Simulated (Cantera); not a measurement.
Feed: 1 mol B2O3, 26 mol H2, at 2102 °C.

Equilibrium computed with Cantera from the NASA thermochemical tables; the gas is ideal and each condensed phase is pure. Candidate condensed phases: B, B2O3, B3O3H3, H2O; 23 gas species. The numbers say what is thermodynamically allowed, not how fast it happens.

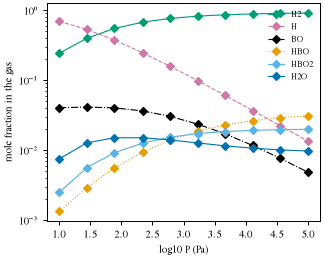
Figure. Equilibrium gas composition (values under 1e-9 drawn at 1e-9)

From 10.0 Pa to 100000 Pa nothing is condensed. The main B-bearing gas is BO at 10.0 Pa and HBO at 100000 Pa.
